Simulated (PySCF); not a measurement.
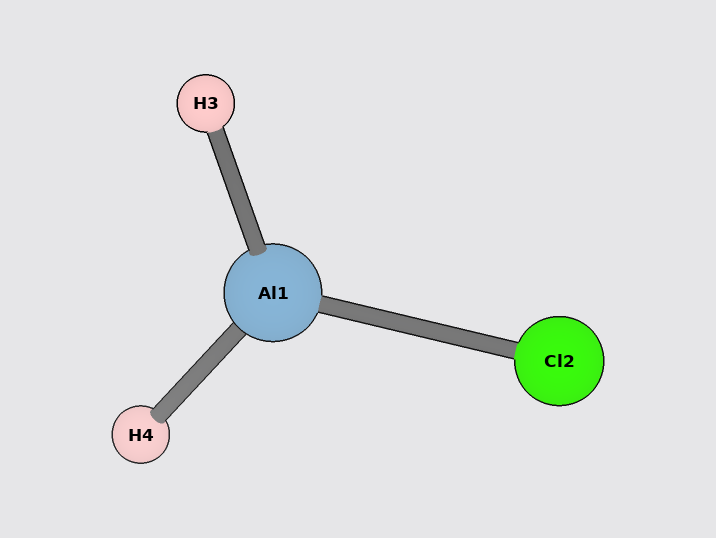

Computed geometry: PBE0-D3(BJ)/def2-SVP optimisation. No frequency run is at hand to confirm it as a minimum. Method: TDDFT CAM-B3LYP/def2-SVPD, vertical, gas phase, core orbitals frozen in the response (PySCF 2.14.0), and the same with a continuum solvent (IEF-PCM, Bondi radii x 1.2, gas-phase geometry).

How do dipole (D), HOMO–LUMO gap (eV), lowest singlet (eV) change in benzene (ε = 2.3), dichloromethane (ε = 8.9)?

```csv
medium,dipole (D),HOMO–LUMO gap (eV),lowest singlet (eV)
gas phase,1.42,9.23,5.52
benzene,1.64,9.44,5.65
dichloromethane,1.83,9.62,5.82
```
